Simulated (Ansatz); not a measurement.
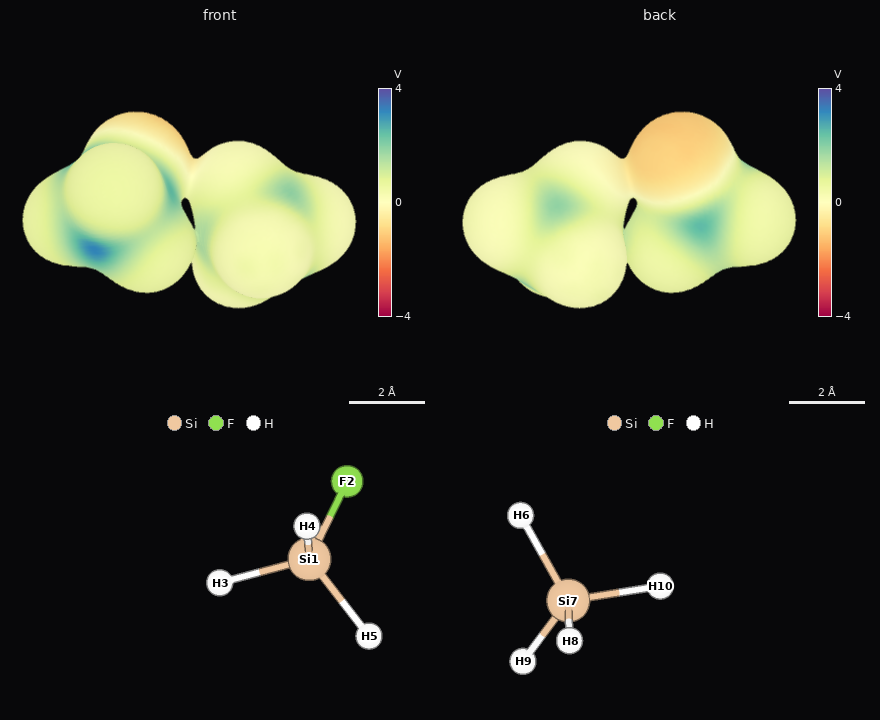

Figure 1: FH3Si···SiH4. The electrostatic potential painted on the density surface at 0.004 e/bohr³, seen from the front and from behind; red is negative and blue positive. The bare structure is drawn below in the same view.

Level of theory: UKS B3LYP-D4/def2-SVP (Ansatz).

The calculation's input:

```
crystal:
  periodic: [false, false, false]
  atoms:
    - { symbol: Si, position_ang: [-1.132973, 0.715309, -1.172846] }
    - { symbol: F, position_ang: [0.225086, 1.657952, -1.08022] }
    - { symbol: H, position_ang: [-1.455435, 0.538482, -2.617434] }
    - { symbol: H, position_ang: [-2.235723, 1.417599, -0.461905] }
    - { symbol: H, position_ang: [-0.888742, -0.609485, -0.55625] }
    - { symbol: H, position_ang: [0.97877, 0.635938, 0.702899] }
    - { symbol: Si, position_ang: [1.091631, -0.72667, 1.169038] }
    - { symbol: H, position_ang: [-0.155081, -1.127316, 1.883933] }
    - { symbol: H, position_ang: [1.321778, -1.655042, 0.021951] }
    - { symbol: H, position_ang: [2.250689, -0.846767, 2.110933] }
magnetization:
  spin_polarized: true
basis:
  gaussian: { orbitals: def2-SVP }
hamiltonian:
  xc: b3lyp
  dispersion: d4
relax:
  f_tol: 0.03
  max_steps: 50
output:
  orbitals: {}
```

Command:

```sh
ansatz run input.yaml --threads 2 --pin off --max-ram 3072MiB --backend cpu --events-out ev --progress --plain --runs-dir out
```

The fields are those of the run's last geometry, not of the input's.

Where is the surface potential most negative and most positive?

Answer. The most negative region (about −1.1 V) lies over F2, the most positive (about +2.9 V) over Si1.
